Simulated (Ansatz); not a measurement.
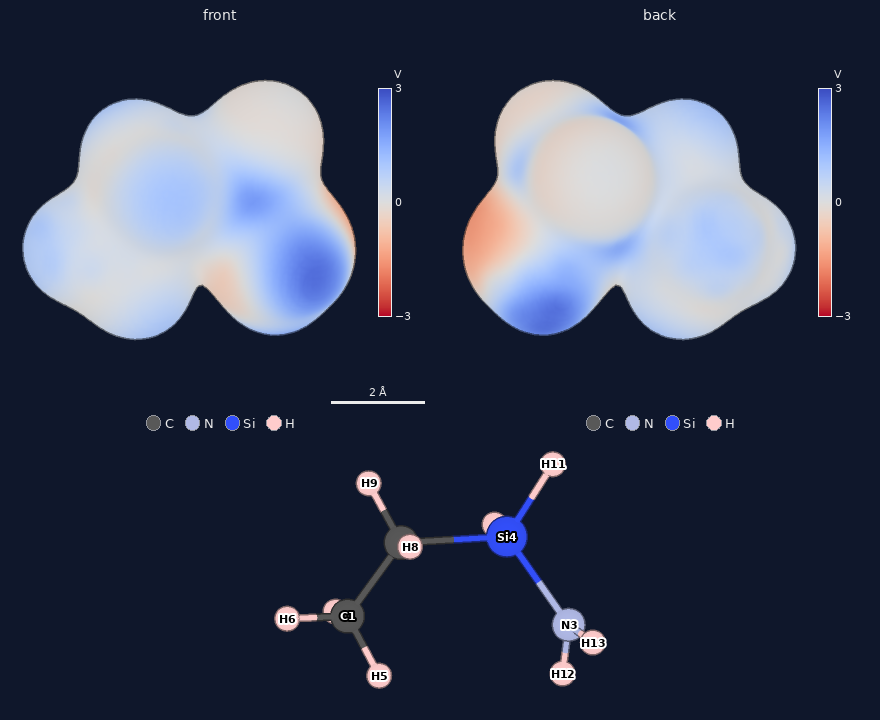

Figure. C$_{2}$H$_{9}$NSi (SMILES CC[SiH2]N). The electrostatic potential painted on the density surface at 0.004 e/bohr³, seen from the front and from behind; red is negative and blue positive. The bare structure is drawn below in the same view.

Geometry: B3LYP-D3(BJ)/6-311G**.

All numbers below come from isolated molecule in a Gaussian basis; Kohn-Sham density functional theory, functional PBE0 in Ansatz.

```xyz
13

C    -1.5638    1.3983    0.7716
C    -1.2073    0.7150   -0.5577
N     0.1125   -1.7287    0.7327
Si   -1.0461   -1.1614   -0.4217
H    -0.8091    1.1887    1.5353
H    -1.6340    2.4845    0.6667
H    -2.5248    1.0419    1.1550
H    -0.2661    1.1204   -0.9485
H    -1.9675    0.9362   -1.3173
H    -2.3574   -1.7181    0.0086
H    -0.6782   -1.6980   -1.7605
H    -0.1273   -1.8268    1.7068
H     1.1043   -1.5968    0.6068
```

> Which sites attract a positive test charge, and which a negative one?

A positive charge is drawn to the negative regions and a negative charge to the positive ones. The most negative region (about −1.4 V) lies over N3, the most positive (about +2.4 V) over H12 and H13. N3 is the likeliest acceptor of a hydrogen bond.
